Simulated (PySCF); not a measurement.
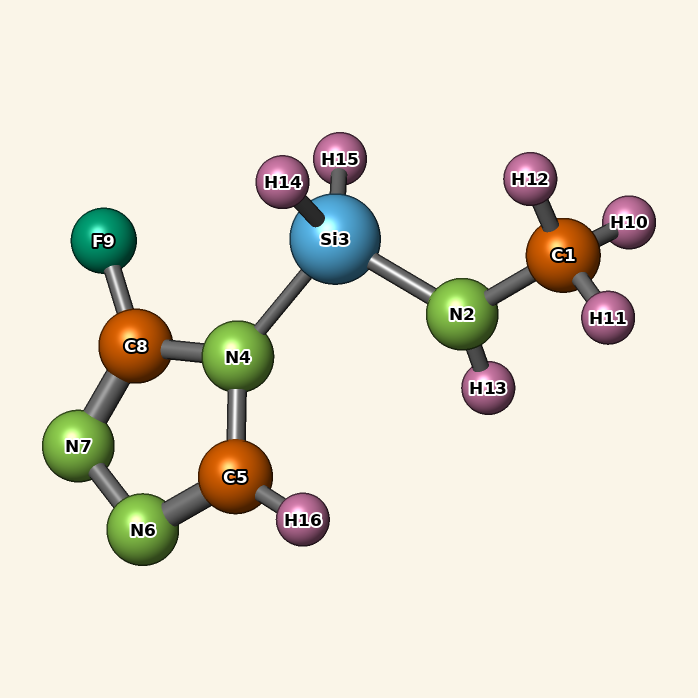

The thickness of each stick grows with its Mayer bond order. Computed geometry: GFN2-xTB optimisation. No frequency run is at hand to confirm it as a minimum. Method: PBE0/pcSseg-1 (PySCF 2.14.0).

Question. Which bond between heavy atoms has the lowest Mayer bond order?

Answer. Si3–N4, 0.74, at 1.763 Å.

List the Mayer bond orders of C1–N2, N2–Si3, Si3–N4, N4–C5, N4–C8, C5–N6, N6–N7, N7–C8, C8–F9 (bonds between heavy atoms, one of each equivalent set).

```
  bond  Mayer order  length (Å)
 C1–N2         0.96       1.445
N2–Si3         1.03       1.707
Si3–N4         0.74       1.763
 N4–C5         1.10       1.367
 N4–C8         1.14       1.357
 C5–N6         1.68       1.293
 N6–N7         1.16       1.351
 N7–C8         1.67       1.289
 C8–F9         1.00       1.319
```

The geometry is semi-empirical. Around Si such bond lengths and angles can be off by a tenth of an ångström or more and by several degrees, and values that hang on the shape move with them.
